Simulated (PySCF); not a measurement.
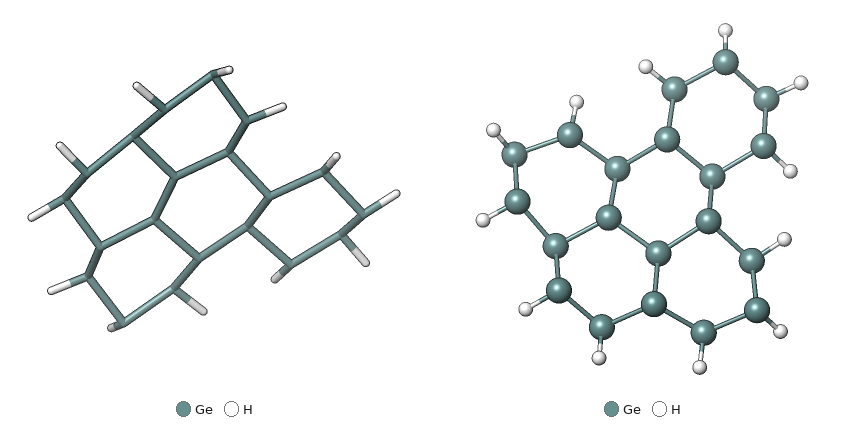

Both panels show the same species.

The computed structure is the end point of a GFN2-xTB optimisation. No frequency run is at hand to confirm it as a minimum.

**Which formula does it have?**

Ge₂₀H₁₂, 32 atoms: 20 germanium and 12 hydrogen.

**How many bonds of each kind are drawn?**

24 Ge–Ge, 12 Ge–H. Sticks follow a distance rule.

**What is the point group of this geometry?**

C2.

The parts below concern this one geometry. Atoms keep their numbers from picture to picture.

### Shape

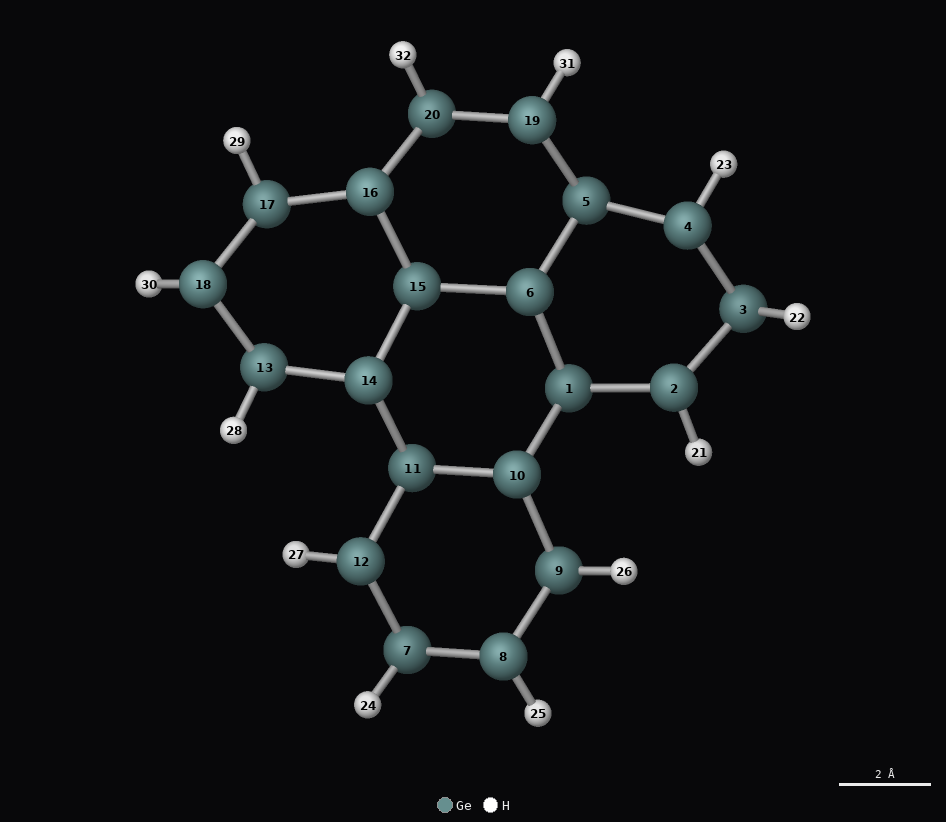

Numbered structure. No frequency run is at hand to confirm it as a minimum.

**Describe the coordination of atom 19.**

Ge19 has 3 neighbours (Ge5 at 2.45, Ge20 at 2.41, H31 at 1.59 Å); the arrangement is trigonal pyramidal.

**How are the neighbours of atom 1 arranged?**

Ge1 has 3 neighbours (Ge2 at 2.43, Ge6 at 2.46, Ge10 at 2.46 Å); the arrangement is trigonal pyramidal.

**What is the geometry at Ge2?**

Ge2 has 3 neighbours (Ge1 at 2.43, Ge3 at 2.44, H21 at 1.59 Å); the arrangement is trigonal pyramidal.

**What is the geometry at Ge10?**

Ge10 has 3 neighbours (Ge1 at 2.46, Ge9 at 2.44, Ge11 at 2.44 Å); the arrangement is trigonal pyramidal.

**What is the dihedral angle Ge6–Ge5–Ge19–Ge20?**

68° in size, that is gauche.

### Electronic properties

No frequency run is at hand to confirm it as a minimum. Method: PBE/def2-SVP, gas phase (PySCF 2.14.0). Excitations: vertical, linear response.

**Estimate the brightest of the 6 lowest singlets.**

1.29 eV.

**Give the HOMO energy (Kohn–Sham orbital) at this level.**

−5.20 eV.

**Give the lowest vertical singlet excitation at this level.**

1.10 eV.

**Give the dipole moment at this level.**

0.18 D.

### Charges

The questions are on Hirshfeld charges. No frequency run is at hand to confirm it as a minimum. Properties computed with PBE/def2-SVP, gas phase (PySCF 2.14.0).

**Which atom carries the highest charge (most positive or least negative)?**

Ge2, Ge4, Ge13, Ge17 (0.09 e).

**And the lowest?**

H21, H23, H26, H27, H28, H29, H31, H32 (−0.08 e).

List the Hirshfeld charges.

| atom | value (e) |
| --- | --- |
| Ge1 | −0.01 |
| Ge2 | 0.09 |
| Ge3 | 0.06 |
| Ge4 | 0.09 |
| Ge5 | 0.01 |
| Ge6 | 0.01 |
| Ge7 | 0.07 |
| Ge8 | 0.07 |
| Ge9 | 0.07 |
| Ge10 | 0.01 |
| Ge11 | 0.01 |
| Ge12 | 0.07 |
| Ge13 | 0.09 |
| Ge14 | −0.01 |
| Ge15 | 0.01 |
| Ge16 | 0.01 |
| Ge17 | 0.09 |
| Ge18 | 0.06 |
| Ge19 | 0.07 |
| Ge20 | 0.07 |
| H21 | −0.08 |
| H22 | −0.07 |
| H23 | −0.08 |
| H24 | −0.07 |
| H25 | −0.07 |
| H26 | −0.08 |
| H27 | −0.08 |
| H28 | −0.08 |
| H29 | −0.08 |
| H30 | −0.07 |
| H31 | −0.08 |
| H32 | −0.08 |

### Polarisability

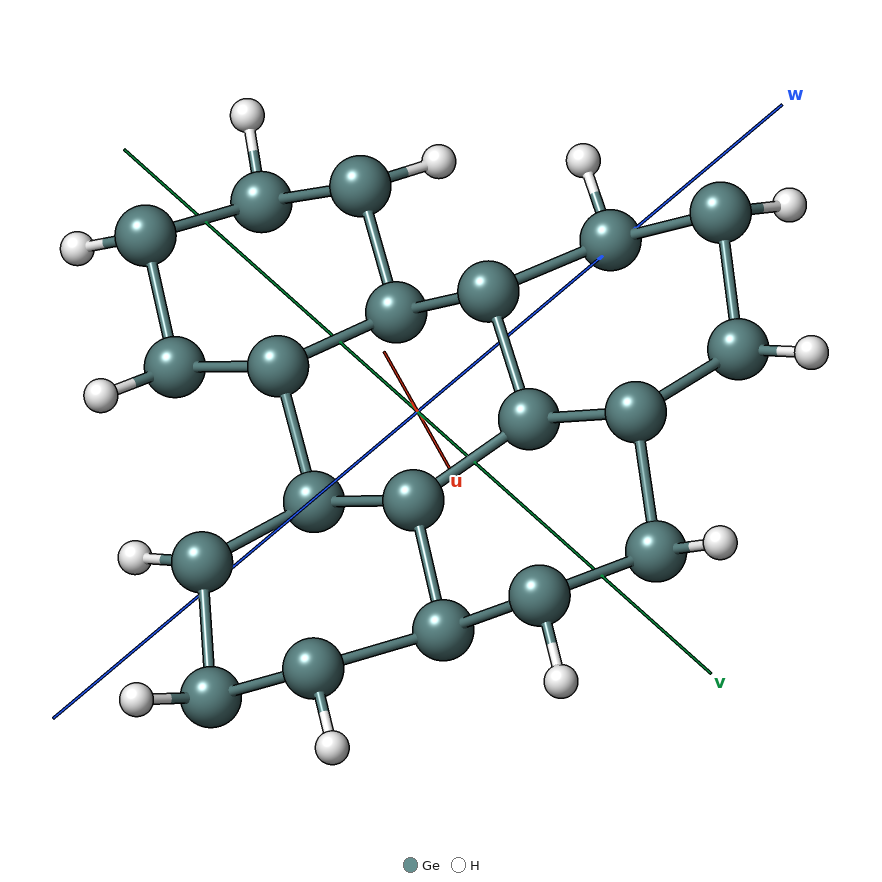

The lines u, v and w are the principal axes of the static dipole polarisability. No frequency run is at hand to confirm it as a minimum. Method: PBE/def2-SVP (PySCF 2.14.0).

**Along which axis is the molecule most polarisable, and along which least?**

Most along v, least along u.

**Give the three principal values.**

u 385.6, v 1362.7, w 1307.3 bohr³; mean 1018.5, anisotropy 950.6 bohr³.

The geometry is semi-empirical. Around Ge such bond lengths and angles can be off by a tenth of an ångström or more and by several degrees, and values that hang on the shape move with them.
